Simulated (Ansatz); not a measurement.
# SiO (SMILES O=[Si]) at SVWN5/def2-TZVPPD

Aim: the vertical singlet–triplet gap of SiO at SVWN5/def2-TZVPPD, from 2 runs. 

The calculation is run with Ansatz 0.2.0.

32 further runs of the same task are left out: 32 set aside as unsound or not needed.

## (1) The molecule

The species is SiO (2 atoms), meant as a singlet with charge 0. As SMILES, `O=[Si]`. The coordinates come from a PBE0-D4/def2-TZVP relaxation.

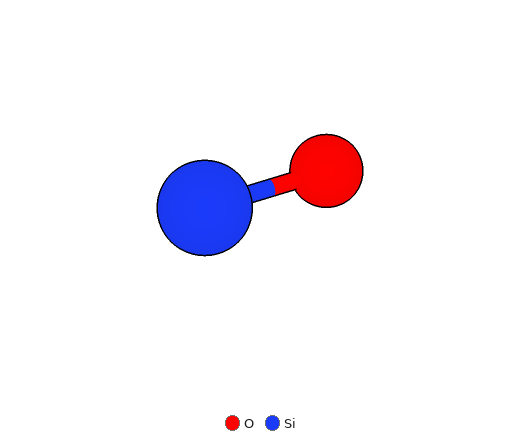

The structure, seen from a chosen angle (oxygen red, silicon blue).

## (2) A single-point energy at SVWN5/def2-TZVPPD

File molecule.yaml:

```yaml
crystal:
  periodic: [false, false, false]
  atoms:
    - symbol: O
      position_ang: [-0.640700, 0.231500, -0.324000]
    - symbol: Si
      position_ang: [0.640700, -0.231500, 0.324000]
basis:
  gaussian:
    orbitals: def2-TZVPPD.json
accuracy: high
output:
  orbitals: {seedname: orbitals}
hamiltonian:
  xc: {name: SVWN5}
```

The basis set def2-TZVPPD is read from a file made from the Basis Set Exchange's data (not shown).

Command:

```console
ansatz run molecule.yaml --threads 1 --pin off --max-ram 3480MiB --events-out events.jsonl --progress --plain --runs-dir runs
```

Standard output:

```text
Warning: RAYON_NUM_THREADS=1 ignored (pool sized by the plan → 1); use --threads N
Functional definition: SVWN5
  name "SVWN5"
  exchange = slater_x
  correlation = vwn5_c
1168 factors; integrals over basis functions are off by at most 3.9e-9 eV
mean field evaluation 1: about -9869.4197 eV, gradient 7.7e1 eV
mean field evaluation 2: about -9686.0208 eV, gradient 2.1e2 eV
mean field evaluation 4: about -9879.9577 eV, gradient 9.2e0 eV
mean field evaluation 8: about -9880.1814 eV, gradient 7.3e-1 eV
mean field evaluation 16: about -9880.1801 eV, gradient 5.4e-5 eV
mean field -9880.18011106 eV, -363.0899220549 hartree, gradient 1.2e-8 eV, S^2 0.000000; 0 other end points of the search recorded, 0 dependent functions left out
reference -9880.18011387 eV, -363.0899221582 hartree; 11, 11 occupied and 77, 77 virtual orbitals, 1168 factors
Total energy: -9880.18011387 eV, -363.0899221582 hartree
```

It took 1.5 s on 1 thread of Arm Neoverse V2, shared host; peak memory 0.14 GiB.

## (3) The triplet, same level

File job.yaml:

```yaml
crystal:
  periodic: [false, false, false]
  atoms:
    - {symbol: O, position_ang: [-0.640700, 0.231500, -0.324000]}
    - {symbol: Si, position_ang: [0.640700, -0.231500, 0.324000]}
basis:
  gaussian: {orbitals: def2-TZVPPD.json}
magnetization: {spin_polarized: true, initial_magnetization: 2}
hamiltonian: {xc: {name: SVWN5}}
accuracy: high
output: {orbitals: {seedname: orbitals}}
```

The basis set def2-TZVPPD is read from a file made from the Basis Set Exchange's data (not shown).

Command:

```console
ansatz run job.yaml --threads 1 --pin off --max-ram 3480MiB --events-out events.jsonl --progress --plain --runs-dir runs
```

Standard output:

```text
Warning: RAYON_NUM_THREADS=1 ignored (pool sized by the plan → 1); use --threads N
[... 4 set-up lines as earlier in the session ...]
1168 factors; integrals over basis functions are off by at most 3.9e-9 eV
mean field evaluation 1: about -9865.1260 eV, gradient 5.4e1 eV
mean field evaluation 2: about -9665.0733 eV, gradient 1.4e2 eV
mean field evaluation 4: about -9874.2451 eV, gradient 1.9e1 eV
mean field evaluation 8: about -9876.0090 eV, gradient 1.9e0 eV
mean field evaluation 16: about -9876.0294 eV, gradient 2.4e-2 eV
mean field evaluation 32: about -9876.0294 eV, gradient 1.9e-8 eV
mean field evaluation 64: about -9876.0294 eV, gradient 8.8e-8 eV
mean field evaluation 96: about -9874.6929 eV, gradient 5.0e0 eV
mean field -9876.02937294 eV, -362.9373852425 hartree, gradient 2.6e-8 eV, S^2 2.002834; 11 other end points of the search recorded, 0 dependent functions left out
reference -9876.02937573 eV, -362.9373853448 hartree; 12, 10 occupied and 76, 78 virtual orbitals, 1168 factors
Total energy: -9876.02937573 eV, -362.9373853448 hartree
```

It took 6.3 s on 1 thread of Arm Neoverse V2, shared host; peak memory 0.17 GiB.

## (4) What came out

At SVWN5/def2-TZVPPD:

| quantity | value |
| --- | --- |
| singlet: total energy | -363.08992 Eh |
| singlet: HOMO energy | -7.60 eV |
| singlet: LUMO energy | -2.99 eV |
| singlet: HOMO–LUMO gap | 4.61 eV |
| triplet: total energy | -362.93739 Eh |
| triplet: HOMO energy (highest over α and β) | -3.83 eV |
| triplet: ⟨S²⟩ | 2.003 |
| vertical energy of the triplet above the singlet | 4.151 eV |

At this shape the triplet lies 4.15 eV (400 kJ/mol) above the singlet.
